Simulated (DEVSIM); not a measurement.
System: Si p-i-n diode, at 250 K.

| layer (left to right) | material | thickness (μm) | Nd (cm⁻³) | Na (cm⁻³) | τn (s) | τp (s) |
|---|---|---|---|---|---|---|
| 1 | Si | 0.210 | - | 8.5e18 | 2.3e-8 | 7.7e-7 |
| 2 | Si | 1.60 | 4.2e13 | - | 7.7e-7 | 7.7e-7 |
| 3 | Si | 0.450 | 5.2e18 | - | 7.7e-7 | 7.7e-7 |

Left contact: ohmic. Right contact: ohmic. Voltage is applied to the left contact. Recombination: SRH at mid-gap, Auger. Mobility is μmin + (μ − μmin)/(1 + (N/Nref)^α).

The device is made up for the run: typed textbook-type constants, with dimensions and the other settings drawn at random. Values at 300 K; Nc and Nv go as T^1.5, mobilities as T to minus their exponent, the gap by Varshni's rule with the affinity fixed.

| parameter | Si |
|---|---|
| gap (eV) | 1.124 |
| affinity (eV) | 4.05 |
| permittivity | 11.7 |
| Nc (cm⁻³) | 2.86e19 |
| Nv (cm⁻³) | 3.1e19 |
| μn (cm²/Vs) | 1417 |
| μp (cm²/Vs) | 470 |
| μn,min | 52 |
| μp,min | 45 |
| Nref,n | 9.7e16 |
| Nref,p | 2.2e17 |
| αn | 0.68 |
| αp | 0.72 |
| T exponent of μn | 2.3 |
| T exponent of μp | 2.2 |
| Cn (cm⁶/s) | 2.8e-31 |
| Cp (cm⁶/s) | 9.9e-32 |
| Varshni α (eV/K) | 0.000473 |
| Varshni β (K) | 636 |

Model (solved in DEVSIM): 1D drift-diffusion, Boltzmann statistics, complete ionisation; no tunnelling, impact ionisation, image-force lowering or self-heating.

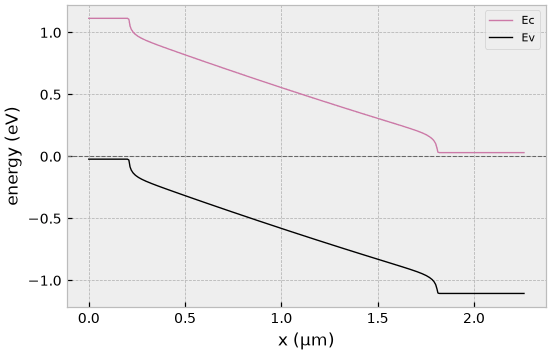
Figure. Band edges at zero bias

Energies count from the Fermi level of the right contact; mesh points crowd at the junctions.

```tsv
x (μm)	Ec (eV)	Ev (eV)	n (cm⁻³)	p (cm⁻³)	field (V/cm)
0.000	1.114	-0.022	< 1e2	8.5e18	≈ 0
0.02209	1.114	-0.022	< 1e2	8.5e18	≈ 0
0.05966	1.114	-0.022	< 1e2	8.5e18	≈ 0
0.1247	1.114	-0.022	< 1e2	8.5e18	≈ 0
0.1846	1.114	-0.022	< 1e2	8.5e18	≈ 0
0.2081	1.107	-0.029	< 1e2	6.1e18	-58000
0.2301	1.003	-0.133	< 1e2	4.9e16	-19000
0.2967	0.936	-0.200	< 1e2	2.2e15	-6800
0.4036	0.873	-0.263	< 1e2	1.2e14	-5600
0.6131	0.758	-0.378	11000	5.8e11	-5400
1.042	0.534	-0.602	3.8e8	1.7e7	-5100
1.516	0.300	-0.836	2.0e13	320	-4800
1.672	0.224	-0.912	6.7e14	< 1e2	-5100
1.752	0.175	-0.961	6.3e15	< 1e2	-8000
1.801	0.103	-1.034	1.9e17	< 1e2	-36000
1.821	0.031	-1.105	5.2e18	< 1e2	-260
1.853	0.031	-1.105	5.2e18	< 1e2	≈ 0
1.917	0.031	-1.105	5.2e18	< 1e2	≈ 0
2.077	0.031	-1.105	5.2e18	< 1e2	≈ 0
2.174	0.031	-1.105	5.2e18	< 1e2	≈ 0
2.226	0.031	-1.105	5.2e18	< 1e2	≈ 0
2.260	0.031	-1.105	5.2e18	< 1e2	≈ 0
```
